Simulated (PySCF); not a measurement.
SMILES OC[SiH2]c1cccs1, GFN2-xTB optimised geometry. Atoms within 1.6 Å of the plane z = 0.0 Å (x, y, z in Å): O1 (-1.61, -3.75, 0.02), C2 (-0.70, -2.65, 0.01), Si3 (-1.67, -1.00, 0.01), C4 (-0.45, 0.42, 0.00), C5 (0.91, 0.42, 0.00), C6 (1.48, 1.71, 0.00), C7 (0.54, 2.69, 0.00), S8 (-1.05, 2.05, 0.00), H9 (-2.15, -3.71, -0.77), H10 (-0.02, -2.74, -0.85), H11 (-0.11, -2.77, 0.91), H12 (-2.49, -0.96, -1.22), H13 (-2.54, -0.94, 1.18), H14 (1.49, -0.49, 0.00), H15 (2.54, 1.90, 0.00), H16 (0.68, 3.75, 0.00).

Calculation: CAM-B3LYP/def2-TZVP (PySCF). Cells within 0.4 Å of a nucleus heavier than hydrogen are left out (blank, or x).

Map of the electron localisation function on the plane z = 0.0 Å:

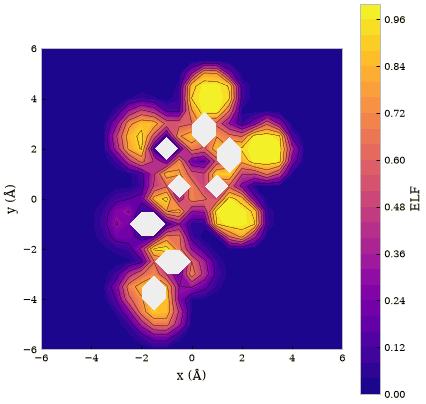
Electron localisation function on the plane z = 0.0 Å.
